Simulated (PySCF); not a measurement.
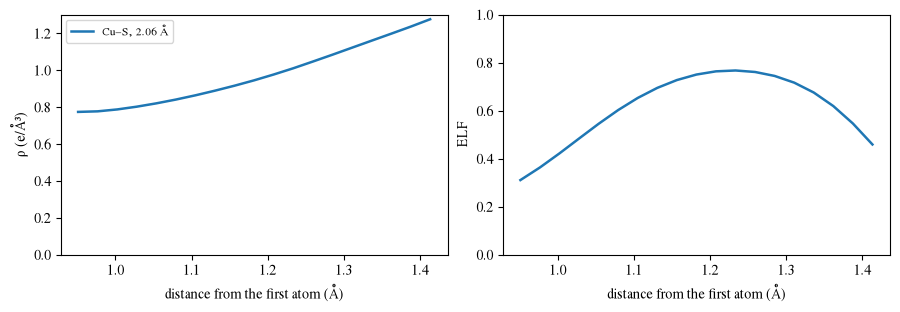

The picture shows: CuS (doublet). Total electron density and ELF along straight lines between neighbouring atoms. The curves leave out the atomic cores.

Computed with PySCF 2.14.0, PBE0/cc-pVDZ(-PP), non-relativistic Hamiltonian with scalar-relativistic core potentials where named, at a bond length of 2.056 Å.

What can be read from the curves?

Cu–S (2.06 Å): ρ is about 0.8 e/Å³ halfway; the ELF peaks at about 0.75 in the valence shell of S, 0.8 Å from its nucleus, and is about 0.50 at the midpoint.
